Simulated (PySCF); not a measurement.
## Electronic structure of C5H2ClN (SMILES C=C1C(Cl)=C1C#N) in real space

The calculation's input:

```
{"job": {"kind": "nmr", "xc": "PBE0", "basis": "pcSseg-1", "pop": false}, "charge": 0, "multiplicity": 1}
C     -1.179400    -1.522700    -0.513800
C     -0.541700    -0.379700    -0.256700
C     -0.296600     1.018000    -0.099100
Cl    -0.952500     2.541500    -0.396000
C      0.451900     0.254900     0.665500
C      1.616700     0.069500     1.360000
N      2.557900    -0.142500     1.984500
H     -2.096900    -1.518900    -1.085200
H     -0.899000    -2.454400    -0.089400
```

Run with:

```sh
OMP_NUM_THREADS=1 python probes_run.py task.json out
```

Geometry: GFN2-xTB, MD frame at 250 fs, 200 K.

Computed with PySCF 2.14.0, PBE0/pcSseg-1, SCF density, gas phase, non-relativistic.

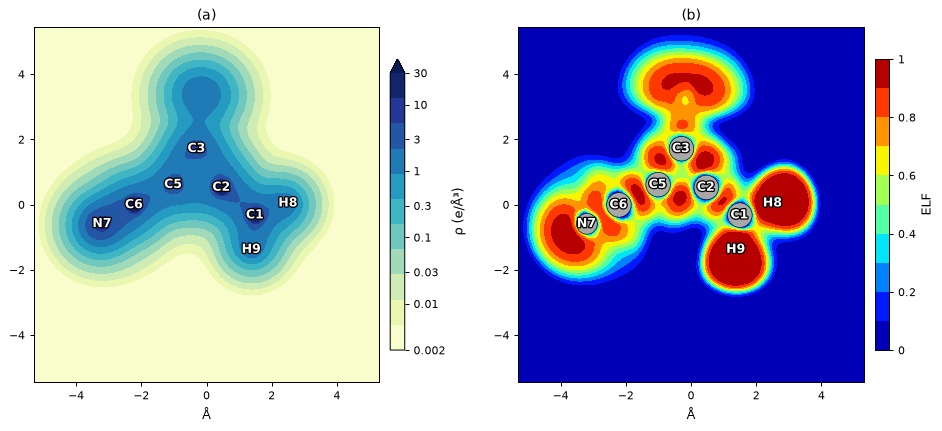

Figure 1. (a) total electron density; (b) electron localisation function on the plane of atoms C2, C1 and H9. Grey discs cover the atomic cores in the ELF map.

Describe what can be read from this map.

The section cuts through C, N and H sites.
C–N (1.15 Å): ρ is about 3.5 e/Å³ halfway; the ELF peaks at about 0.85 between the atoms; a multiple bond.
C–C (1.31 Å): ρ is about 2.2 e/Å³ halfway; the ELF peaks at about 0.85 between the atoms: a short, multiple covalent bond.
C–H (1.06 Å): ρ is about 2.1 e/Å³ halfway; the ELF climbs to about 1 towards the hydrogen, as it does in any bond to H: an ordinary covalent bond to hydrogen.
C–C (1.37 Å): ρ is about 2.1 e/Å³ halfway; the ELF peaks at about 0.95 between the atoms, as expected for localised, covalent bonding.
C–C (1.43 Å): the density is about 1.8 e/Å³ at the midpoint; the ELF peaks at about 0.85 between the atoms: localised, covalent bonding.
The ELF also peaks beside N7 and Cl4, away from the bonds: lone-pair regions.

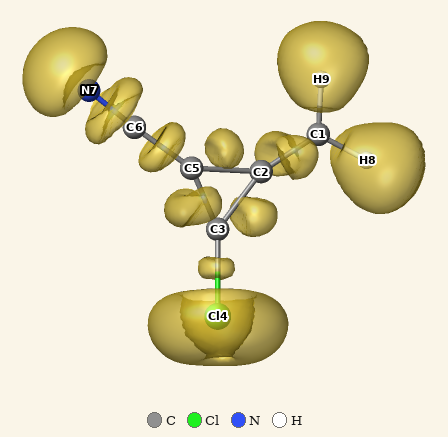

Figure 2. Isosurface of the ELF at 0.8 (yellow), seen at a tilt. Core shells and regions of very low density are left out.

Identify the bonds, lone pairs and shells in this picture.

The ELF exceeds this value in five regions between bonded C–C atoms (shared pairs), one region between bonded C–Cl atoms (shared pairs), one region between bonded C–N atoms (shared pairs), two regions around hydrogen nuclei, one ring or bowl of non-bonding electrons around Cl and one lobe on N, pointing away from the bonds (lone pairs).

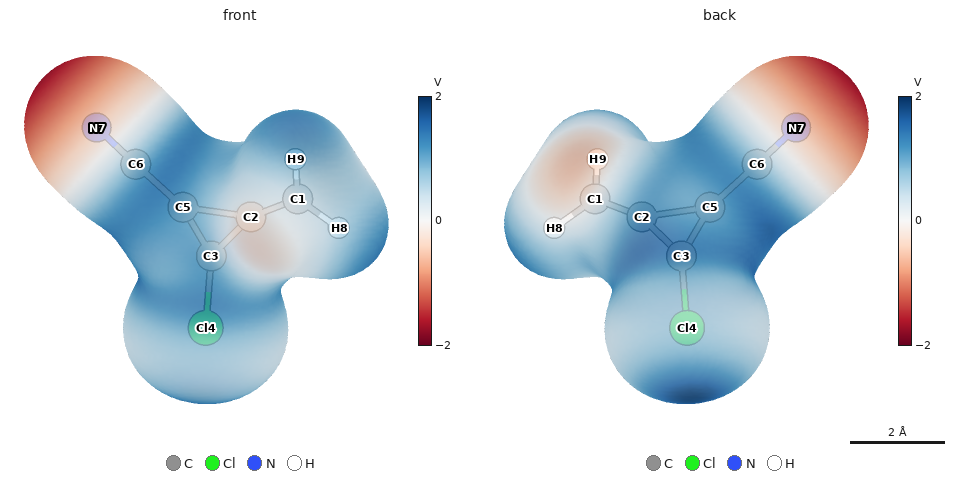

Figure 3. The molecular electrostatic potential painted on the density surface at 0.004 e/bohr³, seen from the front and from behind; the colour scale runs from red (negative) to blue (positive).

Which sites attract a positive test charge, and which a negative one?

A positive charge is drawn to the negative regions and a negative charge to the positive ones. The most negative region (about −1.7 V, or −39 kcal/mol for a unit charge) lies over N7, the most positive (about +1.8 V, or +42 kcal/mol for a unit charge) over Cl4. Cl4 shows a σ-hole: about +1.8 V, or +42 kcal/mol for a unit charge at the tip opposite its bond, against about +0.5 V, or +12 kcal/mol for a unit charge on its flanks. N7 is the likeliest acceptor of a hydrogen bond.
